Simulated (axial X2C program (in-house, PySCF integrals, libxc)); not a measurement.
AsSi: relativistic diatomic calculation

System: AsSi, single determinant with Ω = 3/2.
Method: PBE0, two-component X2C with atomic mean-field Coulomb and Gaunt terms, As dyall-cv3z, Si dyall-v3z (cores contracted) (axial X2C program (in-house, PySCF integrals, libxc)).

### Input file
```
{"zs": [33, 14], "q": 0, "bas": ["dyall-cv3z", "dyall-v3z"], "levels": ["PBE0", "HF", "B3LYP"], "cc": true, "r0": 2.37, "thr": -2.0, "nmax": 90, "npts": 10, "nst": 2, "ntry": 6}
```

The line is the task of a batch: nuclear charges, charge, bases, the levels to run, a first guess of the distance and further settings. This report covers PBE0 with spin-orbit coupling. The log is that of the reference distance 2.179 Å, started from orbitals converged before.

Launched within a batch (the task file carries these settings):
```bash
python <driver script> task.json out
```

### Log
```
two-component X2C + atomic mean field  PBE0
basis functions 149  fitting functions 888  grid points 5079
iter        total energy     max residual
   1      -2549.723011615     1.07e-05
   2      -2549.723011616     1.64e-05
converged
one-electron -3770.50821719  Coulomb 1214.30506641  exact exchange -25.73384923  xc functional -79.14238108  nuclear repulsion 112.19819708  atomic mean-field constant -0.84182760
```

### The points of the curve

| R (Å) | E (hartree) | dipole (D; origin at the first atom, positive when the second is positive) | highest filled (eV) | lowest empty (eV) |
| --- | --- | --- | --- | --- |
| 1.896 | −2549.683267 | 0.05 | −6.63 | −5.16 |
| 1.983 | −2549.706570 | 0.21 | −6.70 | −4.95 |
| 2.048 | −2549.716577 | 0.33 | −6.73 | −4.82 |
| 2.114 | −2549.721691 | 0.46 | −6.66 | −4.69 |
| 2.179 | −2549.723012 | 0.59 | −6.52 | −4.57 |
| 2.255 | −2549.720890 | 0.75 | −6.36 | −4.45 |
| 2.332 | −2549.715852 | 0.91 | −6.21 | −4.34 |
| 2.430 | −2549.706514 | 1.08 | −6.04 | −4.23 |
| 2.549 | −2549.693329 | 1.14 | −5.91 | −4.13 |
| 2.724 | −2549.674941 | 1.17 | −5.86 | −4.03 |

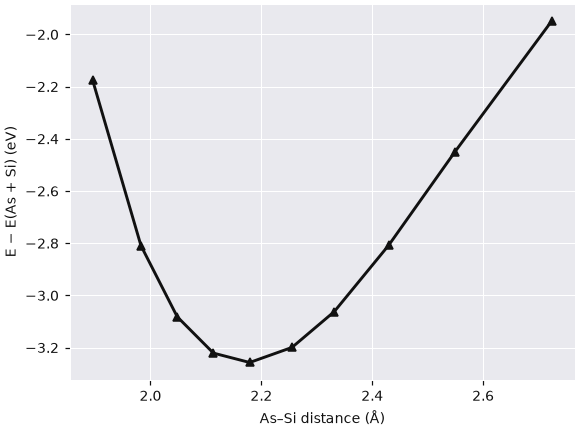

Fig. 1: Energy at 10 bond lengths, for one set of occupations held fixed; the line joins the points. A polynomial of degree 6 through 9 points gives rₑ = 2.173 Å, ωₑ = 504.2 cm⁻¹, ωₑxₑ = 1.2 cm⁻¹ and Bₑ = 0.1753 cm⁻¹. The minimum lies 3.26 eV below As + Si, each computed as one determinant at the same level.

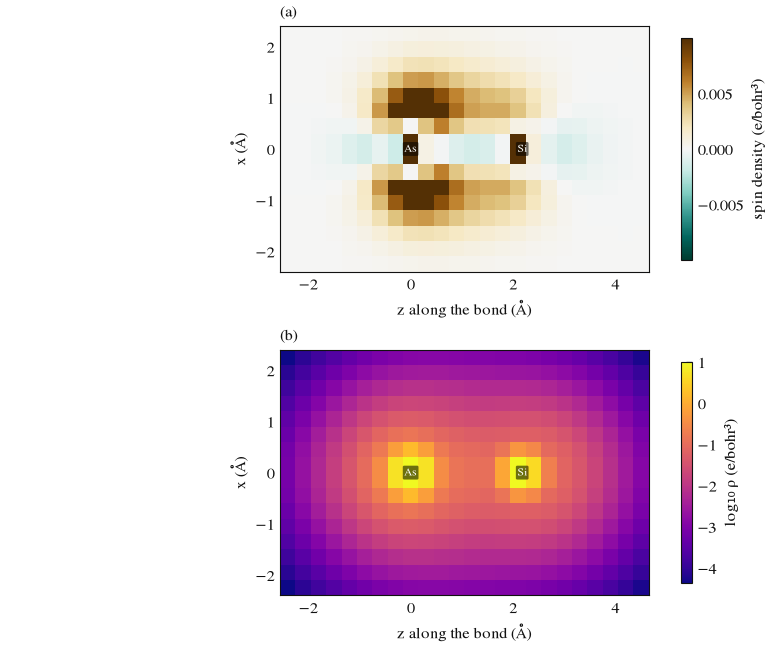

Fig. 2: (a) spin density; (b) electron density on a logarithmic scale, in a plane that holds the axis, at 2.18 Å, on points 0.3 Å apart (one half computed, the other mirrored); the structure near the nuclei is finer than these points.

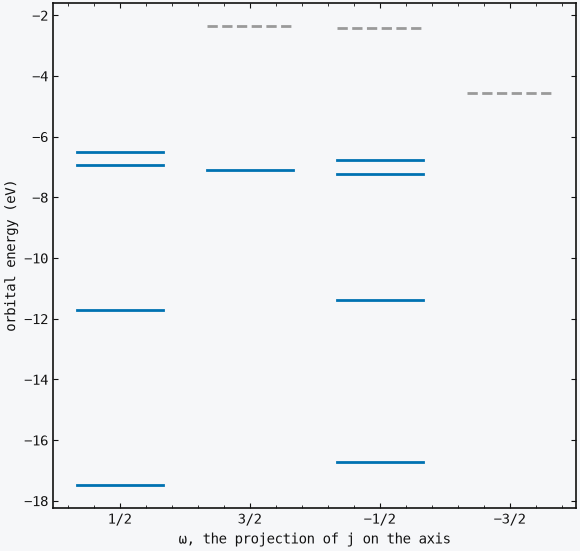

Fig. 3: Orbital energies near the frontier at 2.18 Å, filled (solid) and empty (dashed). The highest filled spinor (1/2; 58 % As p, 36 % Si p) lies at −6.52 eV, the lowest empty one (−3/2; 54 % As p, 42 % Si p) at −4.57 eV.

### Summary

- outcome: converged
- bond length rₑ: 2.173 Å
- ωₑ: 504.2 cm⁻¹
- energy at the minimum: −2549.72302 hartree
- depth below the fragments: 3.26 eV
- hardware: 1 thread of Intel Xeon (Granite Rapids), 96 GiB of memory available, shared host
- wall time: 4.4 s
- peak memory: 0.55 GiB
